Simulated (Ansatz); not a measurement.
**TaNH3ClOF2: molecular dynamics**

System: TaNH3ClOF2.
Method: RHF/def2-SVP (Ansatz 0.2.0).

It belongs to a series of runs on one base structure; here: dynamics from the start. Figures and captions count atoms from 1; the log counts them from 0 in places.

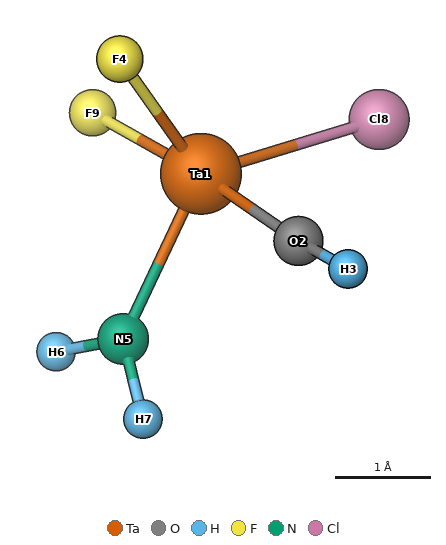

**Figure 1.** The input geometry (ball-and-stick view, seen at a tilt; atoms are numbered from 1 in the order of the input). Sticks mark near contacts. Bond lengths as drawn: Cl–Ta 2.35 Å, F–Ta 1.88 to 1.90 Å, H–N 1.00 Å, H–O 0.94 Å, N–Ta 1.95 Å and O–Ta 1.87 Å.

Input file
```yaml
crystal:
  periodic: [false, false, false]
  atoms:
    - { symbol: Ta, position_ang: [-0.092501, -0.005235, -0.016111] }
    - { symbol: O, position_ang: [1.694308, 0.516049, 0.172403] }
    - { symbol: H, position_ang: [2.586685, 0.766522, 0.331131] }
    - { symbol: F, position_ang: [0.11186, -1.382649, 1.244417] }
    - { symbol: "N", position_ang: [0.179834, -0.398928, -1.906442] }
    - { symbol: H, position_ang: [-0.551633, -0.769337, -2.48717] }
    - { symbol: H, position_ang: [1.042537, -0.27956, -2.403979] }
    - { symbol: Cl, position_ang: [-0.930941, 2.120856, 0.531378] }
    - { symbol: F, position_ang: [-1.863048, -0.630917, -0.285328] }
basis:
  gaussian: { orbitals: def2-SVP }
hamiltonian:
  xc: hf
md:
  timestep: 0.5
  n_steps: 37
  ensemble: nve
  temperature: 1000.0
  initial_velocities: maxwell_boltzmann
  seed: 934802
  masses: [{ species: H, mass: 2.014 }]
```

Hardware: 2 threads of Arm Neoverse V1, 24 GiB of memory available, shared host.

Run as:
```bash
ansatz run input.yaml --threads 2 --pin off --max-ram 3072MiB --backend cpu --events-out ev --progress --plain --runs-dir out
```

What the program printed
```
Engine: ansatz 0.2.0, aarch64-unknown-linux-gnu
Functional definition: HF
  exchange = exact_x
  correlation = 0
1260 factors; integrals over basis functions are off by at most 5.0e-4 eV
mean field evaluation 1: about -23004.8006 eV, gradient 6.4e1 eV
mean field evaluation 2: about -23004.9688 eV, gradient 6.4e1 eV
mean field evaluation 4: about -23012.5964 eV, gradient 3.7e0 eV
mean field evaluation 8: about -23012.6698 eV, gradient 2.9e-1 eV
mean field -23012.67019659 eV, -845.7000311765 hartree, gradient 9.7e-6 eV, S^2 0.000000; 0 other end points of the search recorded, 0 dependent functions left out
the calculation of the forces begins
reference -23012.67019659 eV, -845.7000311765 hartree; 33, 33 occupied and 88, 88 virtual orbitals, 1260 factors
md step     0: t =     0.00 fs  T =  1000.0 K  F+E_penalty+E_count = -23012.67019659 eV  E_kin = 0.904820 eV  conserved = -23011.76537660 eV  (43 SCF iters)
these checks for a lower state are left out or cut short: starts, cluster_reference, orbital_swaps, neighbouring_geometries, increment
1260 factors; integrals over basis functions are off by at most 4.9e-4 eV
mean field evaluation 16: about -23012.3471 eV, gradient 7.0e0 eV
mean field -23012.66601481 eV, -845.6998774990 hartree, gradient 1.6e-5 eV, S^2 0.000000; 0 other end points of the search recorded, 0 dependent functions left out
[... from here on the field's lines of each further geometry are left out, up to the last ...]
md step     1: t =     0.50 fs  T =   995.4 K  F+E_penalty+E_count = -23012.66601481 eV  E_kin = 0.900696 eV  conserved = -23011.76531884 eV  (42 SCF iters)
md step     2: t =     1.00 fs  T =   982.6 K  F+E_penalty+E_count = -23012.65429066 eV  E_kin = 0.889105 eV  conserved = -23011.76518554 eV  (41 SCF iters)
md step     3: t =     1.50 fs  T =   963.8 K  F+E_penalty+E_count = -23012.63711735 eV  E_kin = 0.872102 eV  conserved = -23011.76501545 eV  (43 SCF iters)
md step     4: t =     2.00 fs  T =   942.0 K  F+E_penalty+E_count = -23012.61720371 eV  E_kin = 0.852354 eV  conserved = -23011.76484949 eV  (43 SCF iters)
md step     5: t =     2.50 fs  T =   920.1 K  F+E_penalty+E_count = -23012.59721999 eV  E_kin = 0.832498 eV  conserved = -23011.76472238 eV  (42 SCF iters)
md step     6: t =     3.00 fs  T =   900.3 K  F+E_penalty+E_count = -23012.57923376 eV  E_kin = 0.814576 eV  conserved = -23011.76465744 eV  (43 SCF iters)
md step     7: t =     3.50 fs  T =   883.8 K  F+E_penalty+E_count = -23012.56432669 eV  E_kin = 0.799663 eV  conserved = -23011.76466373 eV  (43 SCF iters)
md step     8: t =     4.00 fs  T =   870.6 K  F+E_penalty+E_count = -23012.55244010 eV  E_kin = 0.787704 eV  conserved = -23011.76473567 eV  (43 SCF iters)
md step     9: t =     4.50 fs  T =   859.4 K  F+E_penalty+E_count = -23012.54245727 eV  E_kin = 0.777602 eV  conserved = -23011.76485522 eV  (41 SCF iters)
md step    10: t =     5.00 fs  T =   848.2 K  F+E_penalty+E_count = -23012.53249449 eV  E_kin = 0.767500 eV  conserved = -23011.76499428 eV  (41 SCF iters)
md step    11: t =     5.50 fs  T =   834.7 K  F+E_penalty+E_count = -23012.52035464 eV  E_kin = 0.755236 eV  conserved = -23011.76511856 eV  (42 SCF iters)
md step    12: t =     6.00 fs  T =   816.6 K  F+E_penalty+E_count = -23012.50407933 eV  E_kin = 0.738887 eV  conserved = -23011.76519242 eV  (42 SCF iters)
md step    13: t =     6.50 fs  T =   792.8 K  F+E_penalty+E_count = -23012.48251567 eV  E_kin = 0.717329 eV  conserved = -23011.76518619 eV  (41 SCF iters)
md step    14: t =     7.00 fs  T =   763.3 K  F+E_penalty+E_count = -23012.45577534 eV  E_kin = 0.690689 eV  conserved = -23011.76508657 eV  (42 SCF iters)
md step    15: t =     7.50 fs  T =   730.0 K  F+E_penalty+E_count = -23012.42542387 eV  E_kin = 0.660516 eV  conserved = -23011.76490743 eV  (42 SCF iters)
md step    16: t =     8.00 fs  T =   695.8 K  F+E_penalty+E_count = -23012.39424362 eV  E_kin = 0.629550 eV  conserved = -23011.76469380 eV  (43 SCF iters)
md step    17: t =     8.50 fs  T =   664.2 K  F+E_penalty+E_count = -23012.36552229 eV  E_kin = 0.601010 eV  conserved = -23011.76451222 eV  (43 SCF iters)
md step    18: t =     9.00 fs  T =   638.4 K  F+E_penalty+E_count = -23012.34202935 eV  E_kin = 0.577604 eV  conserved = -23011.76442556 eV  (43 SCF iters)
md step    19: t =     9.50 fs  T =   619.6 K  F+E_penalty+E_count = -23012.32506110 eV  E_kin = 0.560597 eV  conserved = -23011.76446418 eV  (43 SCF iters)
md step    20: t =    10.00 fs  T =   607.2 K  F+E_penalty+E_count = -23012.31398607 eV  E_kin = 0.549376 eV  conserved = -23011.76460987 eV  (40 SCF iters)
md step    21: t =    10.50 fs  T =   598.7 K  F+E_penalty+E_count = -23012.30652272 eV  E_kin = 0.541718 eV  conserved = -23011.76480470 eV  (43 SCF iters)
md step    22: t =    11.00 fs  T =   590.9 K  F+E_penalty+E_count = -23012.29962329 eV  E_kin = 0.534645 eV  conserved = -23011.76497785 eV  (43 SCF iters)
md step    23: t =    11.50 fs  T =   580.8 K  F+E_penalty+E_count = -23012.29056345 eV  E_kin = 0.525489 eV  conserved = -23011.76507406 eV  (43 SCF iters)
md step    24: t =    12.00 fs  T =   566.7 K  F+E_penalty+E_count = -23012.27780382 eV  E_kin = 0.512733 eV  conserved = -23011.76507057 eV  (43 SCF iters)
md step    25: t =    12.50 fs  T =   548.6 K  F+E_penalty+E_count = -23012.26136271 eV  E_kin = 0.496385 eV  conserved = -23011.76497749 eV  (43 SCF iters)
md step    26: t =    13.00 fs  T =   528.1 K  F+E_penalty+E_count = -23012.24267668 eV  E_kin = 0.477849 eV  conserved = -23011.76482801 eV  (43 SCF iters)
md step    27: t =    13.50 fs  T =   507.8 K  F+E_penalty+E_count = -23012.22409061 eV  E_kin = 0.459425 eV  conserved = -23011.76466535 eV  (43 SCF iters)
md step    28: t =    14.00 fs  T =   490.3 K  F+E_penalty+E_count = -23012.20818126 eV  E_kin = 0.443651 eV  conserved = -23011.76453007 eV  (43 SCF iters)
md step    29: t =    14.50 fs  T =   478.2 K  F+E_penalty+E_count = -23012.19710953 eV  E_kin = 0.432658 eV  conserved = -23011.76445185 eV  (43 SCF iters)
md step    30: t =    15.00 fs  T =   472.7 K  F+E_penalty+E_count = -23012.19214129 eV  E_kin = 0.427697 eV  conserved = -23011.76444474 eV  (43 SCF iters)
md step    31: t =    15.50 fs  T =   474.0 K  F+E_penalty+E_count = -23012.19341239 eV  E_kin = 0.428905 eV  conserved = -23011.76450705 eV  (43 SCF iters)
md step    32: t =    16.00 fs  T =   481.1 K  F+E_penalty+E_count = -23012.19994591 eV  E_kin = 0.435322 eV  conserved = -23011.76462431 eV  (43 SCF iters)
md step    33: t =    16.50 fs  T =   491.9 K  F+E_penalty+E_count = -23012.20988096 eV  E_kin = 0.445108 eV  conserved = -23011.76477287 eV  (43 SCF iters)
md step    34: t =    17.00 fs  T =   503.9 K  F+E_penalty+E_count = -23012.22085324 eV  E_kin = 0.455929 eV  conserved = -23011.76492408 eV  (43 SCF iters)
md step    35: t =    17.50 fs  T =   514.4 K  F+E_penalty+E_count = -23012.23046511 eV  E_kin = 0.465419 eV  conserved = -23011.76504652 eV  (43 SCF iters)
md step    36: t =    18.00 fs  T =   521.3 K  F+E_penalty+E_count = -23012.23679192 eV  E_kin = 0.471682 eV  conserved = -23011.76511022 eV  (43 SCF iters)
the calculation of the forces begins
reference -23012.23885297 eV, -845.6841795910 hartree; 33, 33 occupied and 88, 88 virtual orbitals, 1260 factors
1260 factors; integrals over basis functions are off by at most 5.0e-4 eV
mean field -23012.23885297 eV, -845.6841795910 hartree, gradient 1.6e-5 eV, S^2 0.000000; 1 other end points of the search recorded, 0 dependent functions left out
the calculation of the forces begins
reference -23012.23885297 eV, -845.6841795910 hartree; 33, 33 occupied and 88, 88 virtual orbitals, 1260 factors
md step    37: t =    18.50 fs  T =   523.6 K  F+E_penalty+E_count = -23012.23885297 eV  E_kin = 0.473759 eV  conserved = -23011.76509407 eV  (39 SCF iters)
```

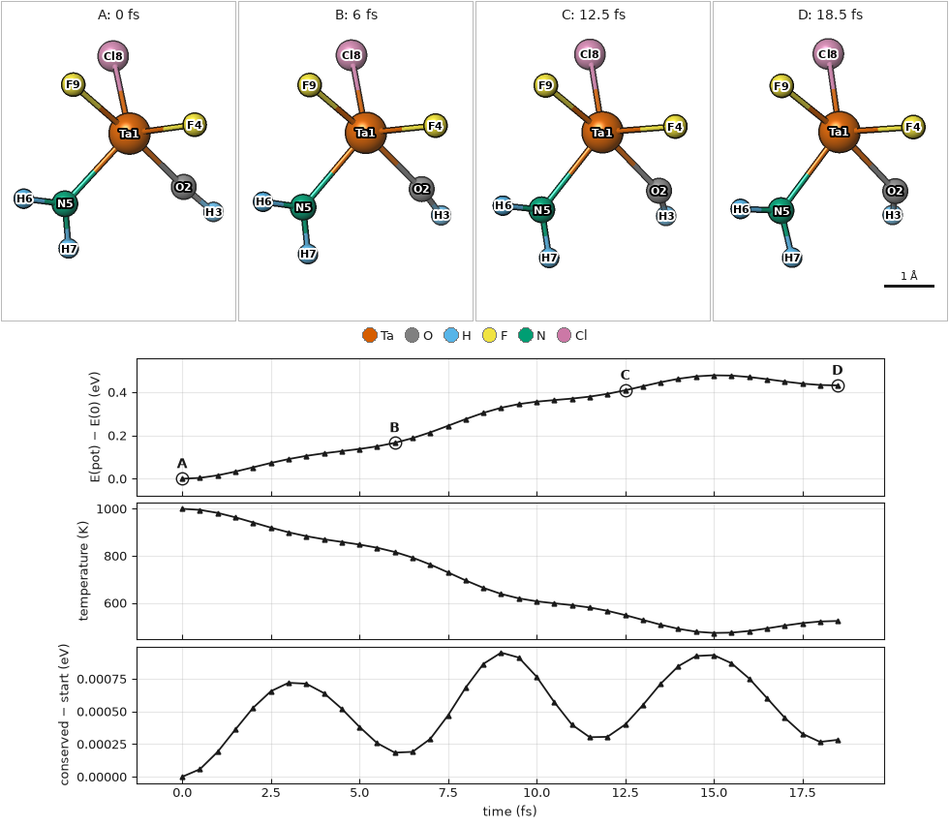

**Figure 2.** Frames of the molecular dynamics (ball-and-stick, seen at a tilt) above the curves, on which the letters mark them. The trajectory kept here has 38 frames over 18.5 fs. The temperature starts at 1000 K, ranges from 473 to 1000 K and averages 532 K over the second half. The potential energy ends 0.431 eV above its first value. The conserved quantity stays within 0.00095 eV. After an unweighted best fit of the last frame on the first, the root-mean-square displacement is 0.25 Å, and H3 has moved furthest (0.54 Å).

```
Total energy: -23012.23885297 eV, -845.6841795910 hartree
Atom 0 at    -0.132925    -0.003517    -0.024955 Å, force     3.274472    -1.028887     0.660274 eV/Å
Atom 1 at     1.746680     0.418721     0.148191 Å, force    -1.015145     0.626192    -0.274029 eV/Å
Atom 2 at     2.348593     1.050801    -0.220528 Å, force    -0.006606    -0.210843     0.176412 eV/Å
Atom 3 at     0.252921    -1.319925     1.318880 Å, force    -1.014597     0.937683    -1.145268 eV/Å
Atom 4 at     0.359928    -0.445196    -1.913052 Å, force    -1.639182    -0.389618     0.439114 eV/Å
Atom 5 at    -0.326368    -0.882187    -2.528019 Å, force     0.299658     0.408771     0.374577 eV/Å
Atom 6 at     1.274272    -0.585753    -2.294179 Å, force     0.246975     0.238529     0.223560 eV/Å
Atom 7 at    -0.901875     2.137866     0.624851 Å, force     0.150822    -0.383671    -0.291117 eV/Å
Atom 8 at    -1.873417    -0.611379    -0.373536 Å, force    -0.296396    -0.198156    -0.163523 eV/Å
Dipole moment:     0.399778     0.104618    -0.732973 e Å
```

Trajectory as extended XYZ (Å, eV, eV/Å), 11 of the 38 frames kept, from step=0 to step=37
```
9
Properties=species:S:1:pos:R:3:forces:R:3 step=0 time_fs=0.0 energy=-23012.67020 temperature=1000.0
Ta   -0.0925   -0.0052   -0.0161    0.0044   0.0062  -0.0087
O     1.6943    0.5160    0.1724   -0.0011  -0.0004   0.0066
H     2.5867    0.7665    0.3311   -0.0074   0.0026  -0.0025
F     0.1119   -1.3826    1.2444   -0.0001  -0.0003  -0.0032
N     0.1798   -0.3989   -1.9064   -0.0044  -0.0026   0.0092
H    -0.5516   -0.7693   -2.4872    0.0010  -0.0002  -0.0005
H     1.0425   -0.2796   -2.4040   -0.0005  -0.0003  -0.0004
Cl   -0.9309    2.1209    0.5314    0.0065  -0.0066  -0.0003
F    -1.8630   -0.6309   -0.2853    0.0015   0.0016  -0.0002
9
Properties=species:S:1:pos:R:3:forces:R:3 step=4 time_fs=2.0 energy=-23012.61720 temperature=942.0
Ta   -0.0991   -0.0044   -0.0173    0.9947  -0.3045   0.1302
O     1.7081    0.5026    0.1717   -0.1626   0.1515  -0.0564
H     2.5954    0.8196    0.2661   -0.4006  -0.1753  -0.0099
F     0.1318   -1.3834    1.2603   -0.1928   0.3660  -0.3673
N     0.2014   -0.4048   -1.9147    1.5976   0.3991  -0.0121
H    -0.5203   -0.7824   -2.4806   -0.4837  -0.2507  -0.4438
H     1.0989   -0.3201   -2.4266   -1.3386  -0.0922   0.8193
Cl   -0.9282    2.1236    0.5420    0.0302  -0.0663  -0.0360
F    -1.8627   -0.6279   -0.2941   -0.0443  -0.0276  -0.0241
9
Properties=species:S:1:pos:R:3:forces:R:3 step=7 time_fs=3.5 energy=-23012.56433 temperature=883.8
Ta   -0.1040   -0.0037   -0.0182    1.6817  -0.5201   0.2086
O     1.7182    0.4927    0.1710   -0.2017   0.3143  -0.1140
H     2.5973    0.8574    0.2172   -0.7178  -0.3468   0.0098
F     0.1465   -1.3835    1.2718   -0.3312   0.6137  -0.6174
N     0.2202   -0.4086   -1.9210    1.6366   0.3875   0.1039
H    -0.5022   -0.7950   -2.4807   -0.4721  -0.2444  -0.4629
H     1.1262   -0.3516   -2.4343   -1.5562  -0.0391   0.9829
Cl   -0.9261    2.1256    0.5500    0.0486  -0.1129  -0.0640
F    -1.8624   -0.6258   -0.3007   -0.0879  -0.0524  -0.0469
9
Properties=species:S:1:pos:R:3:forces:R:3 step=11 time_fs=5.5 energy=-23012.52036 temperature=834.7
Ta   -0.1101   -0.0030   -0.0194    2.5015  -0.7706   0.2723
O     1.7312    0.4802    0.1699   -0.5216   0.4174  -0.2078
H     2.5879    0.9019    0.1522   -0.7912  -0.4509   0.0718
F     0.1654   -1.3826    1.2859   -0.5022   0.8985  -0.9102
N     0.2487   -0.4128   -1.9289    0.0524   0.0363   0.4620
H    -0.4849   -0.8153   -2.4877    0.0433   0.0491  -0.0763
H     1.1381   -0.3940   -2.4290   -0.7075   0.0848   0.5719
Cl   -0.9233    2.1282    0.5606    0.0744  -0.1782  -0.1024
F    -1.8623   -0.6229   -0.3096   -0.1491  -0.0863  -0.0813
9
Properties=species:S:1:pos:R:3:forces:R:3 step=15 time_fs=7.5 energy=-23012.42542 temperature=730.0
Ta   -0.1157   -0.0024   -0.0205    3.1745  -0.9698   0.3118
O     1.7429    0.4686    0.1683   -1.1613   0.2987  -0.2501
H     2.5641    0.9381    0.0886   -0.4373  -0.3195   0.0994
F     0.1834   -1.3798    1.2982   -0.6531   1.1216  -1.1467
N     0.2772   -0.4169   -1.9356   -2.2834  -0.2522   1.2002
H    -0.4668   -0.8347   -2.4961    0.5286   0.3495   0.3035
H     1.1378   -0.4349   -2.4134    0.9392   0.1339  -0.2620
Cl   -0.9203    2.1306    0.5710    0.1002  -0.2437  -0.1409
F    -1.8625   -0.6203   -0.3186   -0.2074  -0.1185  -0.1151
9
Properties=species:S:1:pos:R:3:forces:R:3 step=18 time_fs=9.0 energy=-23012.34203 temperature=638.4
Ta   -0.1195   -0.0022   -0.0213    3.5502  -1.0804   0.3549
O     1.7499    0.4605    0.1667   -1.6088   0.1520  -0.2304
H     2.5402    0.9610    0.0421   -0.1179  -0.1498   0.0768
F     0.1960   -1.3762    1.3059   -0.7506   1.2398  -1.2802
N     0.2948   -0.4203   -1.9385   -3.1188  -0.2430   1.6052
H    -0.4473   -0.8452   -2.4992    0.5533   0.3962   0.3449
H     1.1471   -0.4639   -2.4039    1.6250   0.1132  -0.5663
Cl   -0.9181    2.1323    0.5788    0.1171  -0.2867  -0.1686
F    -1.8629   -0.6184   -0.3255   -0.2494  -0.1411  -0.1363
9
Properties=species:S:1:pos:R:3:forces:R:3 step=22 time_fs=11.0 energy=-23012.29962 temperature=590.9
Ta   -0.1239   -0.0020   -0.0223    3.8507  -1.1730   0.4497
O     1.7559    0.4499    0.1641   -1.7740   0.1362  -0.2125
H     2.5066    0.9893   -0.0186    0.0023  -0.0811   0.0625
F     0.2115   -1.3693    1.3140   -0.8577   1.3232  -1.3923
N     0.3113   -0.4255   -1.9386   -1.8673  -0.0576   1.4226
H    -0.4129   -0.8531   -2.4982    0.0868   0.1731   0.0333
H     1.1846   -0.5007   -2.3993    0.7283   0.1772  -0.0056
Cl   -0.9150    2.1341    0.5889    0.1334  -0.3287  -0.2020
F    -1.8638   -0.6162   -0.3350   -0.3026  -0.1693  -0.1558
9
Properties=species:S:1:pos:R:3:forces:R:3 step=26 time_fs=13.0 energy=-23012.24268 temperature=528.1
Ta   -0.1274   -0.0020   -0.0232    3.9359  -1.2066   0.5597
O     1.7576    0.4397    0.1610   -1.4490   0.4181  -0.2918
H     2.4724    1.0155   -0.0780   -0.2394  -0.2863   0.1529
F     0.2252   -1.3596    1.3192   -0.9384   1.3231  -1.4281
N     0.3229   -0.4308   -1.9349    0.2804   0.1048   0.9966
H    -0.3771   -0.8578   -2.4967   -0.5386  -0.1636  -0.4209
H     1.2351   -0.5338   -2.3945   -0.8499   0.3577   0.8290
Cl   -0.9117    2.1357    0.5989    0.1429  -0.3544  -0.2307
F    -1.8654   -0.6144   -0.3448   -0.3437  -0.1928  -0.1666
9
Properties=species:S:1:pos:R:3:forces:R:3 step=30 time_fs=15.0 energy=-23012.19214 temperature=472.7
Ta   -0.1301   -0.0024   -0.0239    3.8391  -1.1872   0.6413
O     1.7559    0.4306    0.1572   -1.0761   0.7272  -0.4009
H     2.4337    1.0362   -0.1344   -0.4329  -0.5019   0.2782
F     0.2371   -1.3473    1.3215   -0.9921   1.2465  -1.3900
N     0.3348   -0.4358   -1.9284    1.0161   0.0140   0.6489
H    -0.3508   -0.8652   -2.5027   -0.6328  -0.1955  -0.4705
H     1.2708   -0.5602   -2.3747   -1.5111   0.4737   1.1192
Cl   -0.9083    2.1368    0.6086    0.1481  -0.3701  -0.2555
F    -1.8677   -0.6129   -0.3550   -0.3584  -0.2067  -0.1708
9
Properties=species:S:1:pos:R:3:forces:R:3 step=33 time_fs=16.5 energy=-23012.20988 temperature=491.9
Ta   -0.1316   -0.0028   -0.0244    3.6586  -1.1397   0.6689
O     1.7528    0.4248    0.1537   -0.9676   0.7912  -0.4087
H     2.3995    1.0457   -0.1733   -0.3580  -0.4882   0.2986
F     0.2446   -1.3364    1.3214   -1.0134   1.1417  -1.3135
N     0.3455   -0.4396   -1.9222    0.3167  -0.2123   0.4260
H    -0.3388   -0.8731   -2.5129   -0.2709   0.0459  -0.1430
H     1.2796   -0.5742   -2.3462   -1.1700   0.4477   0.9137
Cl   -0.9056    2.1374    0.6157    0.1503  -0.3779  -0.2719
F    -1.8699   -0.6121   -0.3628   -0.3457  -0.2084  -0.1701
9
Properties=species:S:1:pos:R:3:forces:R:3 step=37 time_fs=18.5 energy=-23012.23885 temperature=523.6
Ta   -0.1329   -0.0035   -0.0250    3.2745  -1.0289   0.6603
O     1.7467    0.4187    0.1482   -1.0151   0.6262  -0.2740
H     2.3486    1.0508   -0.2205   -0.0066  -0.2108   0.1764
F     0.2529   -1.3199    1.3189   -1.0146   0.9377  -1.1453
N     0.3599   -0.4452   -1.9131   -1.6392  -0.3896   0.4391
H    -0.3264   -0.8822   -2.5280    0.2997   0.4088   0.3746
H     1.2743   -0.5858   -2.2942    0.2470   0.2385   0.2236
Cl   -0.9019    2.1379    0.6249    0.1508  -0.3837  -0.2911
F    -1.8734   -0.6114   -0.3735   -0.2964  -0.1982  -0.1635
```

Summary

```csv
quantity,value
outcome,finished
mean temperature over the second half,532 K
trajectory,"37 steps, 18.5 fs"
ensemble,nve
temperature in the input,1000.0 K
time step,0.5 fs
potential energy (last step),−23012.2389 eV
mean-field energy (last step),−23012.2389 eV
largest force (length of the vector) (last step),3.495 eV/Å
wall time,98 s (CPU time 2.9 min)
peak memory,0.28 GiB
```

So short a trajectory is not equilibrated.
